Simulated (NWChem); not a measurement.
# BNH3F3 (SMILES [NH3+][B-](F)(F)F) at 4 levels

Wanted: a comparison of 4 runs (HF/STO-3G, HF/3-21G, B3LYP/6-31G*) of BNH3F3. 

The results are computed with NWChem 7.3.0.

2 further runs of the same task are left out: 1 that didn't finish, 1 set aside as unsound or not needed.

## 1. Starting point

BNH3F3: 8 atoms, total charge 0, spin state singlet. SMILES: `[NH3+][B-](F)(F)F`. The shape is that of a PBE0-D4/def2-TZVP optimisation.

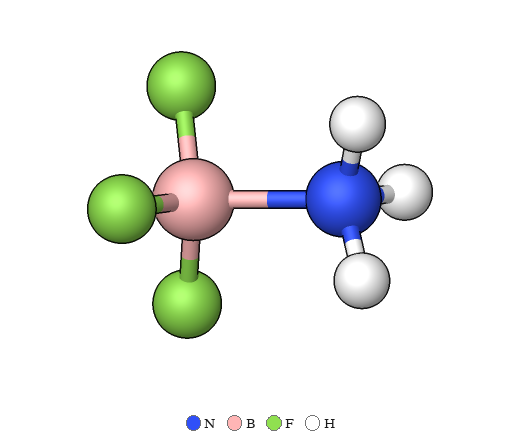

Viewed from a chosen angle; nitrogen blue, boron pink, fluorine green, hydrogen white.

## 2. Energy and forces at HF/STO-3G (run 1)

run.py reads:

```python
from ase import Atoms
from ase.calculators.nwchem import NWChem

atoms = Atoms(['N', 'B', 'F', 'F', 'F', 'H', 'H', 'H'], positions=[
    [-0.501800, -0.052400, 0.645700],
    [0.531500, 0.038700, -0.668100],
    [1.521100, -0.860400, -0.378100],
    [-0.251400, -0.312100, -1.733900],
    [0.943600, 1.343300, -0.679400],
    [-1.280300, 0.587300, 0.522000],
    [-0.006300, 0.194600, 1.496700],
    [-0.864300, -0.996100, 0.739300],
])

calc = NWChem(
    label='mymol',
    theory='scf',
    memory='2200 mb',
    basis='STO-3G',
    basispar='spherical bse',
    scf={'nopen': '0', 'rhf': None, 'thresh': '1e-08', 'maxiter': '80', 'print': 'low'},
)
atoms.calc = calc

forces = atoms.get_forces()
print(f"energy = {atoms.get_potential_energy():.6f} eV")
print("forces (eV/A):")
for s, f in zip(atoms.symbols, forces):
    print(f"{s:2s} {f[0]:10.5f} {f[1]:10.5f} {f[2]:10.5f}")
```

Command:

```console
$ export ASE_NWCHEM_COMMAND="nwchem PREFIX.nwi > PREFIX.nwo"
$ python run.py
```

What it wrote:

```text
energy = -10180.712269 eV
forces (eV/A):
N    -0.12208   -0.01430    0.16177
B     1.56472    0.14038   -1.99363
F    -0.54811    0.40711   -0.01784
F     0.27151    0.15370    0.60873
F    -0.28143   -0.61213    0.12151
H    -0.75236    0.50918    0.05142
H     0.28056    0.18887    0.84003
H    -0.41276   -0.77282    0.22801
```

The calculator wrote mymol.nwi:

```
title "mymol"

permanent_dir mymol

scratch_dir mymol

start mymol

geometry units angstrom nocenter noautosym noautoz
  N  -5.0180000000000002e-01 -5.2400000000000002e-02 6.4570000000000005e-01
  B  5.3149999999999997e-01 3.8699999999999998e-02 -6.6810000000000003e-01
  F  1.5210999999999999e+00 -8.6040000000000005e-01 -3.7809999999999999e-01
  F  -2.5140000000000001e-01 -3.1209999999999999e-01 -1.7339000000000000e+00
  F  9.4359999999999999e-01 1.3432999999999999e+00 -6.7940000000000000e-01
  H  -1.2803000000000000e+00 5.8730000000000004e-01 5.2200000000000002e-01
  H  -6.3000000000000000e-03 1.9460000000000000e-01 1.4966999999999999e+00
  H  -8.6429999999999996e-01 -9.9609999999999999e-01 7.3929999999999996e-01
end

memory 2200 mb

basis spherical bse noprint
   * library STO-3G
end

scf
  nopen 0
  rhf
  thresh 1e-08
  maxiter 80
  print low
end

task scf gradient
```

mymol.nwo:

```text
Northwest Computational Chemistry Package (NWChem) 7.3.0
             --------------------------------------------------------

           Job information
           ---------------

    nwchem branch   = 7.3.0
    use scalapack   = T
    input           = mymol.nwi
    prefix          = mymol.
    data base       = mymol/mymol.db
    status          = startup
    nproc           =        1

           Memory information
           ------------------

    heap     =     72089600 doubles =      550.0 Mbytes
    stack    =     72089597 doubles =      550.0 Mbytes
    global   =    144179200 doubles =     1100.0 Mbytes (distinct from heap & stack)
    total    =    288358397 doubles =     2200.0 Mbytes
    verify   = yes
    hardfail = no

[... 38 lines left out ...]
            Nuclear Dipole moment (a.u.)
[... 73 lines left out ...]
       Final RHF  results
       ------------------

         Total SCF energy =   -374.134278206960
      One-electron energy =   -907.747151648582
      Two-electron energy =    342.173736490545
 Nuclear repulsion energy =    191.439136951077

        Time for solution =      2.3s

                              NWChem Gradients Module
                              -----------------------

                         RHF ENERGY GRADIENTS

    atom               coordinates                        gradient
                 x          y          z           x          y          z
   1 N      -0.948265  -0.099022   1.220196    0.002374   0.000278  -0.003146
   2 B       1.004389   0.073132  -1.262526   -0.030429  -0.002730   0.038770
   3 F       2.874462  -1.625920  -0.714505    0.010659  -0.007917   0.000347
[... 4 lines of this table left out ...]
   8 H      -1.633290  -1.882356   1.397074    0.008027   0.015029  -0.004434

 Task  times  cpu:        2.9s     wall:        2.9s
 Total times  cpu:        3.0s     wall:        3.0s
```

Wall time 5.1 s (1 thread of AMD EPYC, shared host); peak memory 0.098 GiB.

## 3. Energy and forces at HF/3-21G (run 2)

bf3h3n.nw reads:

```
start bf3h3n
title "BF3H3N"
memory total 2200 mb
geometry units angstrom noautosym nocenter noautoz
 N    -0.501800   -0.052400    0.645700
 B     0.531500    0.038700   -0.668100
 F     1.521100   -0.860400   -0.378100
 F    -0.251400   -0.312100   -1.733900
 F     0.943600    1.343300   -0.679400
 H    -1.280300    0.587300    0.522000
 H    -0.006300    0.194600    1.496700
 H    -0.864300   -0.996100    0.739300
end
basis spherical bse
 * library 3-21G
end
scf
 nopen 0
 rhf
 thresh 1e-08
 maxiter 80
end
task scf gradient
```

Command:

```console
$ nwchem bf3h3n.nw > bf3h3n.out
```

What it wrote:

```text
[...]
  functions       =    51
[...]
  wavefunction    = RHF
[...]
         Total SCF energy =   -377.404851001744
      One-electron energy =   -907.091880282477
      Two-electron energy =    338.247892329656
 Nuclear repulsion energy =    191.439136951077
        Time for solution =      2.6s
[...]
                         RHF ENERGY GRADIENTS
    atom               coordinates                        gradient
                 x          y          z           x          y          z
   1 N      -0.948265  -0.099022   1.220196    0.006599   0.000633  -0.008490
   2 B       1.004389   0.073132  -1.262526    0.001456   0.000081  -0.001777
   3 F       2.874462  -1.625920  -0.714505   -0.005434   0.005011  -0.001709
   4 F      -0.475077  -0.589783  -3.276596    0.004407   0.001962   0.005822
   5 F       1.783145   2.538469  -1.283880   -0.002219  -0.007218  -0.000037
   6 H      -2.419416   1.109836   0.986437   -0.002759   0.001207   0.001237
   7 H      -0.011905   0.367741   2.828353   -0.000121   0.000421   0.003274
   8 H      -1.633290  -1.882356   1.397074   -0.001929  -0.002097   0.001679
[...]
```

Run time: 4.5 s. Hardware: 1 thread of AMD EPYC, shared host; peak memory 0.1 GiB.

Run 3 isn't shown in full; the table further down has it.

## 4. Energy and gradient at B3LYP/6-31G(d) (Cartesian functions) (run 4)

job.nw reads:

```
start job
memory stack 880 mb heap 220 mb global 1100 mb
geometry units angstrom noautosym nocenter noautoz
  N    -0.501800   -0.052400    0.645700
  B     0.531500    0.038700   -0.668100
  F     1.521100   -0.860400   -0.378100
  F    -0.251400   -0.312100   -1.733900
  F     0.943600    1.343300   -0.679400
  H    -1.280300    0.587300    0.522000
  H    -0.006300    0.194600    1.496700
  H    -0.864300   -0.996100    0.739300
end
basis cartesian
  * library 6-31G*
end
dft
  xc b3lyp
  grid xfine
  convergence energy 1e-08
  maxiter 100
  mulliken
end
task dft gradient
```

Command:

```console
$ nwchem job.nw > job.out
```

What it wrote:

```text
[...]
          Wavefunction type:  closed shell.
          No. of atoms     :     8
          No. of electrons :    42
[...]
          Charge           :     0
          Spin multiplicity:     1
[...]
          AO basis - number of functions:    81
[...]
              XC Information
              --------------
                         B3LYP Method XC Potential
                     Hartree-Fock (Exact) Exchange  0.200
                        Slater Exchange Functional  0.800 local
                    Becke 1988 Exchange Functional  0.720 non-local
              Lee-Yang-Parr Correlation Functional  0.810
                  VWN I RPA Correlation Functional  0.190 local
[...]
 d= 0,ls=0.0,diis     1   -381.0224292333 -5.72D+02  1.78D-02  1.12D+00     6.2
[...]
 d= 0,ls=0.0,diis     8   -381.1361344645 -3.84D-09  1.58D-06  4.40D-08    44.5
         Total DFT energy =     -381.136134464544
      One electron energy =     -910.133991756637
           Coulomb energy =      381.258525841391
    Exchange-Corr. energy =      -43.699805500375
 Nuclear repulsion energy =      191.439136951077
[...]
      Total Density - Mulliken Population Analysis
     ---------------------------------------------
    Atom       Charge   Shell Charges
 -----------   ------   -------------------------------------------------------
    1 N    7     7.84   1.99  0.79  2.58  0.84  1.59  0.04
    2 B    5     4.35   1.99  0.49  1.32 -0.01  0.37  0.17
    3 F    9     9.31   1.99  0.94  3.34  0.92  2.06  0.06
    4 F    9     9.31   1.99  0.94  3.34  0.92  2.06  0.06
    5 F    9     9.31   1.99  0.94  3.34  0.92  2.06  0.06
    6 H    1     0.62   0.50  0.13
    7 H    1     0.62   0.50  0.13
    8 H    1     0.62   0.50  0.13
[...]
  wavefunction    = closed shell
                         DFT ENERGY GRADIENTS
    atom               coordinates                        gradient
                 x          y          z           x          y          z
   1 N      -0.948265  -0.099022   1.220196   -0.000781  -0.000020   0.000900
   2 B       1.004389   0.073132  -1.262526   -0.004696  -0.000450   0.006029
   3 F       2.874462  -1.625920  -0.714505   -0.002068   0.002890  -0.002197
   4 F      -0.475077  -0.589783  -3.276596    0.003438   0.001188   0.002020
   5 F       1.783145   2.538469  -1.283880   -0.000269  -0.003950  -0.001262
   6 H      -2.419416   1.109836   0.986437    0.003739  -0.002543  -0.000233
   7 H      -0.011905   0.367741   2.828353   -0.001396  -0.000931  -0.004141
   8 H      -1.633290  -1.882356   1.397074    0.002032   0.003815  -0.001115
[...]
```

Wall time 56 s (1 thread of AMD EPYC, shared host); peak memory 0.14 GiB.

## 5. Overview of the runs

```csv
run,level,iteration cap,module,energy (Eh),largest force (eV/Å),wall time
1,HF/STO-3G,80,scf,-374.134278,2.538,5.1 s
2,HF/3-21G,80,scf,-377.404851,0.554,4.5 s
3,B3LYP/6-31G* (spherical functions),100,dft,-381.131225,0.396,53 s
4,B3LYP/6-31G* (Cartesian functions),100,dft,-381.136134,0.394,56 s
```

## 6. Results

| quantity | value |
| --- | --- |
| run 4: total energy | -381.13613 Eh |
| run 4: dipole moment | 6.12 D |
| run 4: HOMO energy | -9.08 eV |
| run 4: LUMO energy | 0.64 eV |
| run 4: HOMO–LUMO gap | 9.72 eV |
| run 4: largest force on an atom | 0.394 eV/Å |

**Reading.** Over runs 2, 3, 4 the dipole moment (its size) runs from 6.12 D (B3LYP/6-31G*) to 6.89 D (HF/3-21G). The two ends differ in method and basis. Over runs 2, 3, 4 the HOMO–LUMO gap runs from 9.72 eV (B3LYP/6-31G*) to 20.09 eV (HF/3-21G). In run 1 the basis is minimal, so the values are rough. All runs together took 2 min, the longest 56 s.
